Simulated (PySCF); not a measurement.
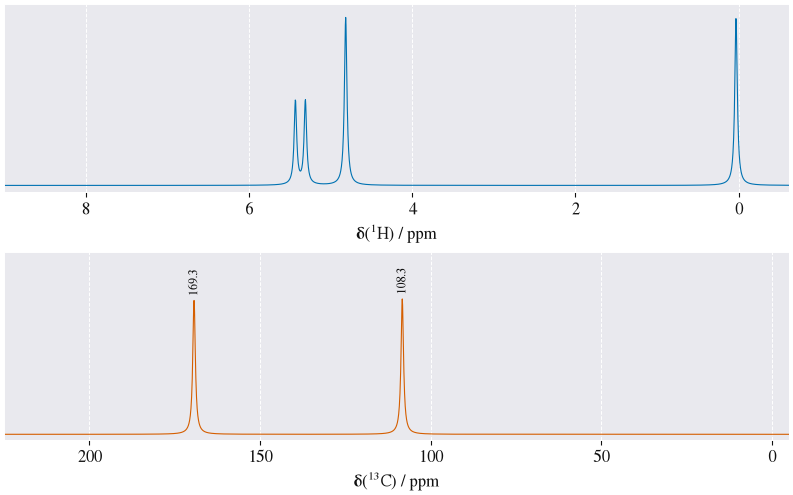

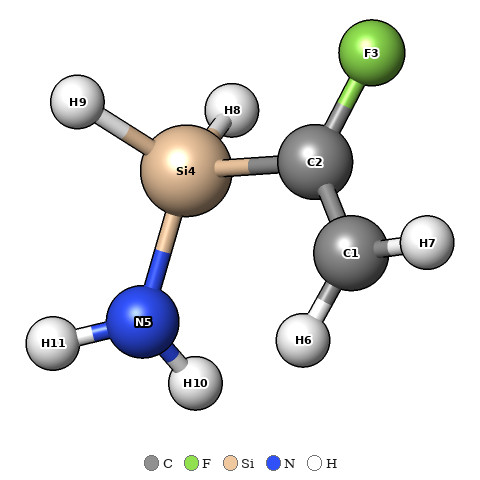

Spectrum and numbered structure of C₂H₆FNSi, SMILES C=C(F)[SiH2]N. GIAO shifts, PBE0/def2-SVP in PySCF 2.14.0, at a PBE0-D3(BJ)/def2-SVP geometry (no frequency check), against TMS for ¹H and TMS for ¹³C computed at the same level. Gas phase, fully decoupled, line heights follow the number of nuclei, widths are arbitrary (no quadrupolar broadening); values of one conformer, averaged over nuclei that symmetry, rotation about single bonds or inversion at nitrogen exchange, these motions taken as fast; other conformers aren't averaged in. Protons on N, O or S are those of the isolated molecule, without hydrogen bonds to neighbours or exchange.

**Which atoms give which ¹H line?**

| δ (ppm) | nuclei | atoms |
| --- | --- | --- |
| 5.43 | 1 | H7 |
| 5.31 | 1 | H6 |
| 4.82 | 2 | H8, H9 |
| 0.03 | 2 | H10, H11 |

**Which atoms give which ¹³C line?**

```tsv
δ (ppm)	nuclei	atoms
169.3	1	C2
108.3	1	C1
```
